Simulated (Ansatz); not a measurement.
The figure comes from a scan of KZnF$_{3}$ (cubic perovskite): a phonon pattern at R = (0.5, 0.5, 0.5) is frozen into a 10-atom cell, Q being the largest atomic displacement. These are PBE (plane waves to 420 eV, PAW, scalar-relativistic; Ansatz, an electronic-structure program) values and carry that method's errors. k mesh 8×8×8 (Γ-centred), Fermi-Dirac smearing 0.05 eV. Energies are smeared free energies. KZnF3 was relaxed with its symmetry unable to fall. ΔE is measured from the undisplaced structure.

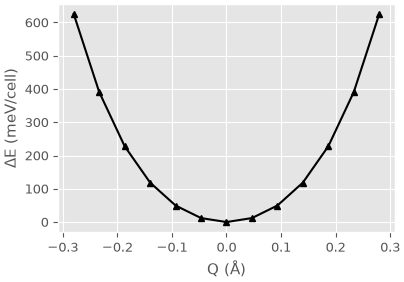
*ΔE (meV/cell) against Q (Å); computed points joined by lines.*

List the plotted points as numbers.

To the nearest 10:

| Q (Å) | ΔE (meV/cell) |
|---|---|
| -0.280 | 630 |
| -0.233 | 390 |
| -0.187 | 230 |
| -0.140 | 120 |
| -0.093 | 50 |
| -0.047 | 10 |
| 0.000 | 0 |
| 0.047 | 10 |
| 0.093 | 50 |
| 0.140 | 120 |
| 0.187 | 230 |
| 0.233 | 390 |
| 0.280 | 630 |

(A displaced cell: forces are minus the slopes of the energy, force constants its curvatures, and phonons follow from these.)
